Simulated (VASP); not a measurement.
Band structure of BP (zinc blende). Computed with modified Becke-Johnson potential (mBJ), VASP's PBE PAW potentials (set 64) (plane waves; VASP 6.6.1).

mBJ is a potential without an energy functional, so only the levels count.

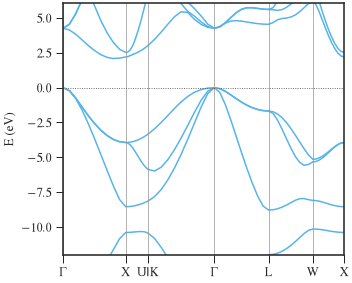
Fig. 1. Bands along high-symmetry lines, zero at the valence-band maximum or, without a gap, the Fermi level

Read the plot: is there a gap, and where are the band edges?

The gap is indirect, 2.09 eV, from the valence maximum at Γ to the conduction minimum at Γ-X at 0.80.

The compound is BP in the zinc blende structure. It was relaxed first. The cell's shape comes from a PBE relaxation.
